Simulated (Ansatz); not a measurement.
## SiC: pressure series

The reference is SiC in the zinc blende structure (space group F-43m, No. 216; a = 4.380 Å).

Cell and atoms are relaxed at each pressure.

All numbers come from PBE/PAW in Ansatz (a first-principles code), spin-orbit coupling left out.

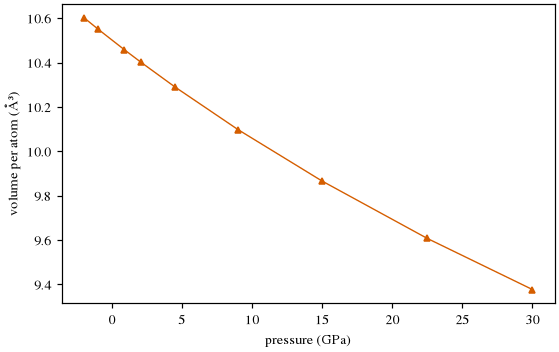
Volume against pressure

Task: Estimate the zero-pressure bulk modulus from the plot.

Result: About 210 GPa; a third-order Birch–Murnaghan fit to the points gives V₀ = 10.50 Å³/atom, B₀ = 213 GPa and B₀′ = 3.9.

Measured bulk modulus of SiC: 229.1 GPa (static lattice; corrected from measurement; as listed in Daniel Mejia-Rodriguez, S. B. Trickey, Phys. Rev. B (2018)); the computed value is 7 % below it.

Between the base and pressure 22.5 GPa the gap moves from 1.37 eV to 1.29 eV, a mean slope of -3.8 meV/GPa.

Load acts through the strain it causes; cell and atoms are relaxed under it. No phonon test of stability was made. No other phases were tried under pressure.
